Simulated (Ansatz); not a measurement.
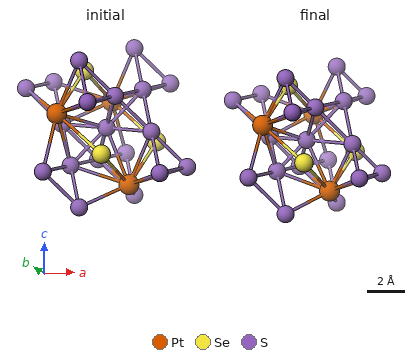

The structure of crystalline PtSeS₄ (a generated structure, set up in F-43m) (coarse preliminary run) before (left) and after (right) a relaxation, at one scale.

Style: ball-and-stick. Shown: the atoms within 5.0 Å of the atom that moves most (axes of the conventional cell (4 times the calculation's cell)), slightly off an axis. Lengths and directions refer to the drawn axes.

The calculation used Ansatz 0.2.0, DFT PBE, scalar-relativistic, plane waves, PAW.

The input:
```yaml
crystal:
  lattice:
    - [0.0, 4.05567994, 4.05567994]
    - [4.05567994, 0.0, 4.05567994]
    - [4.05567994, 4.05567994, 0.0]
  atoms:
    - { symbol: Pt, position: [0.0, 0.0, 0.0] }
    - { symbol: Se, position: [0.75, 0.75, 0.75] }
    - { symbol: S, position: [0.87697402, 0.37434199, 0.37434199] }
    - { symbol: S, position: [0.37434199, 0.37434199, 0.37434199] }
    - { symbol: S, position: [0.37434199, 0.87697402, 0.37434199] }
    - { symbol: S, position: [0.37434199, 0.37434199, 0.87697402] }
basis:
  ecutwfc: 420
kpoints:
  mp_grid: { grid: [4, 4, 4] }
hamiltonian:
  xc: pbe
scf:
  occupations: { method: gaussian, width: 0.1 }
  lower_state_search: "off"
output:
  forces: true
  stress: true
  eigenvalues: true
relax:
  adjacent_minimum: "off"
  f_tol: 0.04
  max_steps: 70
  cell: { stress_tol: 0.4 }
```

Run as
```bash
ansatz run input.yaml --threads 1 --pin off --max-ram 2560MiB --backend cpu --events-out ev --progress --plain --runs-dir out
```

Q: Summarise the run.

A: The largest moves relative to the cell, 0.17 Å, are those of S3, S4, S5 and S6. S4 goes along [−1 1 −1]. Se and Pt stay in place. The volume changes by −20.5 %, with a = b = c 8.111 → 7.514 Å (−7.4 %). Among the contacts that change: S3–S4 2.853 → 2.366 Å, Pt1–S3 3.361 → 3.089 Å, Pt1–Se2 3.512 → 3.254 Å, S3–S4 (another image) 2.883 → 2.947 Å. The space group stays F-43m (No. 216). Over 5 accepted moves (6 points after the start) the energy falls by 1.677 eV per cell of the calculation. The largest force component goes from 0.17 to 0.00059 eV/Å. The pressure goes from −11.39 to 0.05 GPa. At 1 point the geometry stayed and the basis and grid were re-selected for the new cell (energy shift of 2.4 meV per cell of the calculation at most each time). Cost: 15 s on 1 thread of Intel(R) Xeon(R) Platinum 8488C (Sapphire Rapids), on a shared host, peak memory 0.41 GiB.
